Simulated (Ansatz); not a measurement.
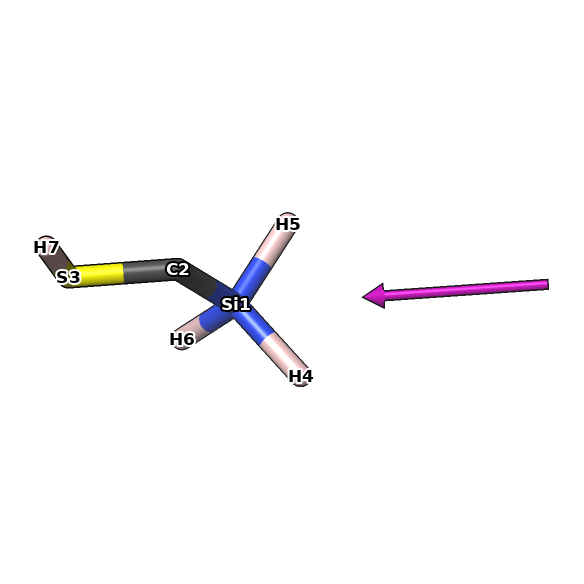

The arrow beside the molecule shows the direction of the dipole moment, from the negative to the positive end (its length means nothing). The computed structure is the end point of a PBE-D4/def2-SVP optimisation. No frequency run is at hand to confirm it as a minimum. Method: RKS PBE-D4/def2-SVP (Ansatz 0.2.0).

> Estimate the dipole moment.

1.74 D; it points from the side of H4, H5 to the side of H7 (the outermost atoms at the two ends).
